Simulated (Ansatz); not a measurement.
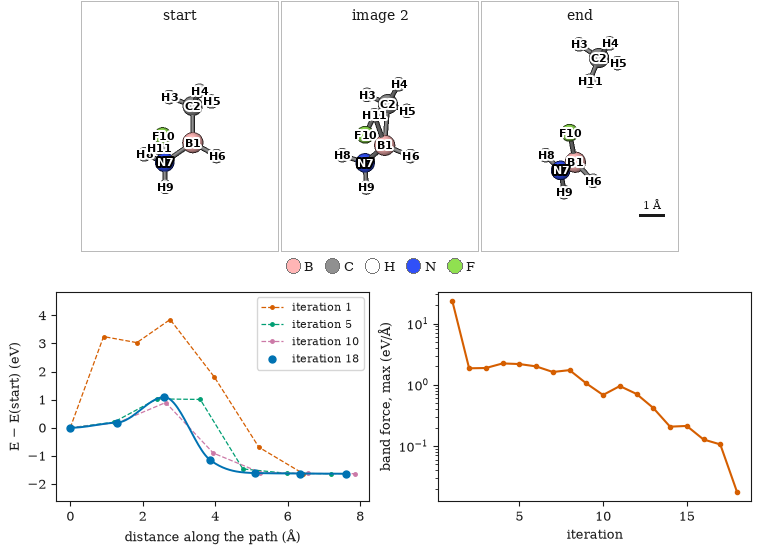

A nudged-elastic-band calculation for CH$_{7}$BFN. Images are numbered from 0 (start) to 6 (end). The plot follows the band through its iterations. The picture is a ball-and-stick view, seen from a free direction.

All numbers below come from RKS PBE/6-31G* in Ansatz 0.2.0. Set-up: 5 movable images; climbing image; force threshold 0.05 eV/Å; iteration limit 60; starting path through a guess of the saddle point.

> Judge this run.

The result is final at these settings. The band converged in 18 iterations. The largest component of the band force went from 23 to 0.018 eV/Å. The climbing image converged on the top of the path. Its vibrational analysis gives one imaginary mode (939i cm⁻¹), as a transition state must have. The first iteration put the highest image at 3.85 eV. The energy climbs by 1.09 eV to image 2 and then falls by 2.72 eV, so the end point sits at −1.64 eV.

The run took 3.4 min on 1 thread of Arm Neoverse V1 (shared host), peak memory 0.12 GiB.
